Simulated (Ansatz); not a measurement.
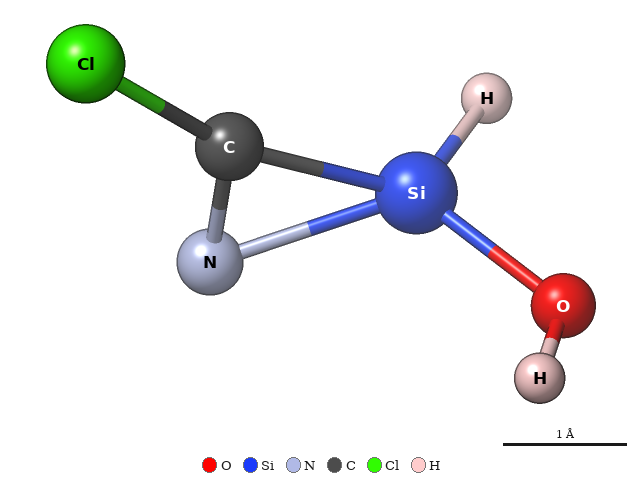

Atoms fade into the background with distance from the viewer. The geometry was computed by an optimisation with PBE0-D4/def2-TZVP. Masses are those of the most abundant isotopes; constants are for the rigid equilibrium geometry.

Question: Classify the rotor and give the rotational constants (MHz).

Answer: An asymmetric top (C1): A = 10656, B = 1589, C = 1499 MHz. Ray's parameter κ is −0.98, close to the prolate limit.
